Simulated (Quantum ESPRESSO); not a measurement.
Consider Mg (Fm-3m).

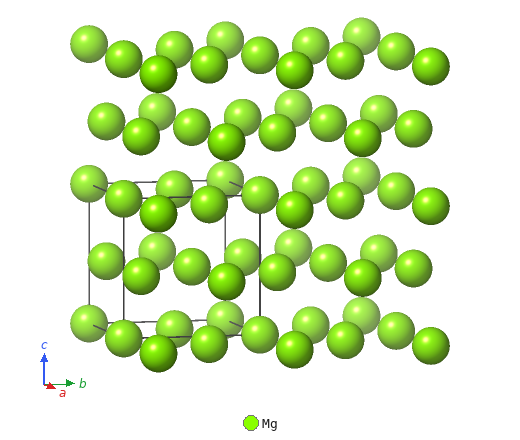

The structure (magnesium green). 2×2×2 conventional cells are drawn. Some periodic images of atoms are drawn too.

```cif
data_structure
_symmetry_space_group_name_H-M 'P 1'
_symmetry_Int_Tables_number 1
_cell_length_a 3.1739
_cell_length_b 3.1739
_cell_length_c 3.1739
_cell_angle_alpha 60.000
_cell_angle_beta 60.000
_cell_angle_gamma 60.000
_cell_volume 22.61
loop_
_atom_site_label
_atom_site_type_symbol
_atom_site_fract_x
_atom_site_fract_y
_atom_site_fract_z
_atom_site_occupancy
Mg1 Mg 0.00000 0.00000 0.00000 1
```

Absorber: atom 1, with 12 Mg at 3.17 Å (cuboctahedral, site symmetry m-3m). Method: Quantum ESPRESSO XSpectra, LDA, excited-electron core hole (neutral cell), 6-atom cell with 5.5 Å between holes, 6×7×7 k points, dipole transitions, Lorentzian half width 0.3 eV up to 4 eV, rising linearly to 2.5 eV at 25 eV.

This is not the structure that Mg takes at ambient pressure and room temperature (hexagonal, No. 194); it is a model or a phase of other conditions.

Question: Predict the near-edge structure at the Mg K edge.

Main maxima up to 24 eV above the zero (height): 6.7 eV (1.20) and 12.2 eV (1.23). A K edge sees empty p states on the absorber. The total-energy difference is 1307.43 eV. One term is added: -12.89 eV, since the hole is spin-paired here and a spin-polarised one costs that much less in the free atom (computed apart). The photon energy is then 1294.54 eV. The tabulated edge of the element is 1303 eV. The functional leaves an error in such absolute values: in the free atom LDA prices this hole 6.5 eV below PBE (computed apart), and PBE is itself good to a few eV.

The Mg K spectrum (energy from the energy zero of the input (xe0, at the border of filled and empty states); intensity scaled to a mean of 1 over the first 20 eV; the points at xe0, where the cut of filled states can leave a spike, are interpolated):

| E (eV) | intensity |
| --- | --- |
| -2.0 | 0.04 |
| -0.5 | 0.13 |
| 1.0 | 0.71 |
| 2.5 | 0.82 |
| 4.0 | 0.96 |
| 5.5 | 1.12 |
| 7.0 | 1.19 |
| 8.5 | 1.03 |
| 10.0 | 1.07 |
| 11.5 | 1.20 |
| 13.0 | 1.21 |
| 14.5 | 1.13 |
| 16.0 | 1.02 |
| 17.5 | 0.91 |
| 19.0 | 0.83 |
| 20.5 | 0.74 |
| 22.0 | 0.67 |
| 23.5 | 0.65 |
| 25.0 | 0.72 |
| 26.5 | 0.86 |
| 28.0 | 1.04 |
| 29.5 | 1.13 |
| 31.0 | 1.12 |

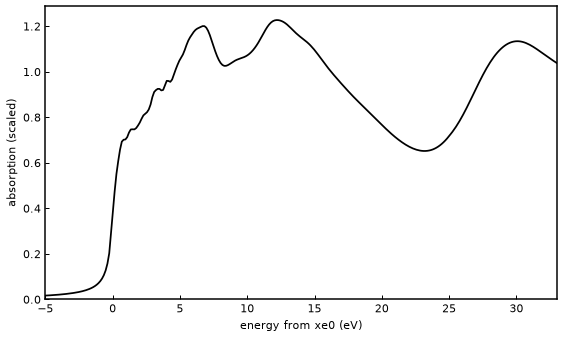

The Mg K edge.

The holes are only 5.5 Å apart, so the shape is probably not converged with cell size; no larger cell was run here. The structure is a computed Materials Project entry and may be a hypothetical form.

[Banner, clock and machine lines of the logs are left out without a mark of their own.]

[Logs are printed without paths, hosts, clocks, repeated set-up lines and the standing remarks that a program may print on its own settings, such as how far it seeks lower states.]

[Hosts, paths, dates, database ids (printed as entryN), source tags and the programs' standing remarks are cut or masked in the printed files.]

[Lists of maxima count a maximum above −3 eV only where it reaches 4 % of the highest in the window and stands out from its surroundings by 2 % of it (1.5 % where it reaches 55 %); shoulders and weaker maxima are passed over, and of the rest the first, up to two pre-edge ones and the few strongest are named.]
